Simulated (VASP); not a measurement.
Shape and ions are relaxed at each volume.

Energy against volume of Ru (hcp). The numbers are results of optB86b-vdW, VASP's PBE PAW potentials (set 64) (plane waves; VASP), not measurements.

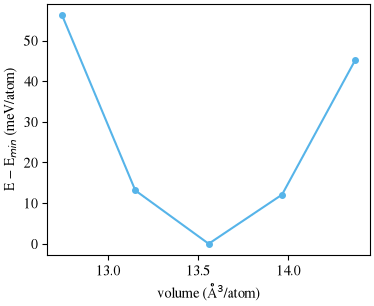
Figure. Energy against volume

Task: Estimate the equilibrium volume and the bulk modulus.

Result: The minimum lies near 13.6 Å³/atom, and the curvature gives B0 of about 330 GPa.

Measured: bulk modulus 318 GPa at 0 K (computed value off by +3.9 %), as given by Vázquez-Parga, Fernández-Martínez, Viñes, J. Chem. Theory Comput. (2023), doi:10.1021/acs.jctc.3c00612, Supporting … [zero-point energy and finite temperature contributions removed].

The compound is Ru in the hcp structure. It was relaxed first.
